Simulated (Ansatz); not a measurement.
# What Li interstitial (started 2.64 Å from the nearest host atom), symmetric start does to Sr

Take a 12-atom supercell of Sr in the fcc (Cu type) structure (space group Fm-3m, No. 225; a = 6.1002 Å) at its relaxed geometry as the base.

Perturbation: a neutral Li interstitial (started 2.64 Å from the nearest host atom), symmetric start, atoms relaxed at fixed cell.

Calculations: r2SCAN (Ansatz, a first-principles code), no spin-orbit coupling, earlier PAW set. Γ-centred 5×4×5 mesh, Fermi–Dirac width 0.05 eV.

The final site of the added atom comes out as 4 Sr at 2.89–3.10 Å (tetrahedral).

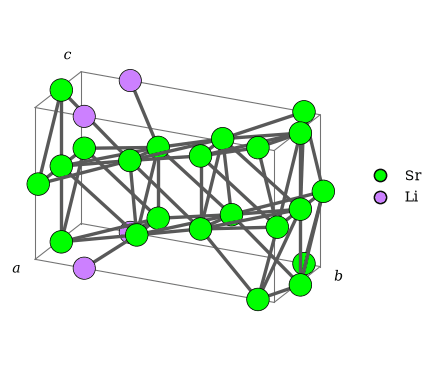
Figure. The relaxed cell after the change

Cost of the whole job for the changed cell (relaxation, final SCF and bands): about 30 core-minutes (a rough figure).

In so small a cell the defect repeats every few ångströms: this is an ordered compound, not a dilute defect. The defect started on the symmetric site and kept its symmetry, so it may sit on a saddle. The defect cell is not spin-polarised.
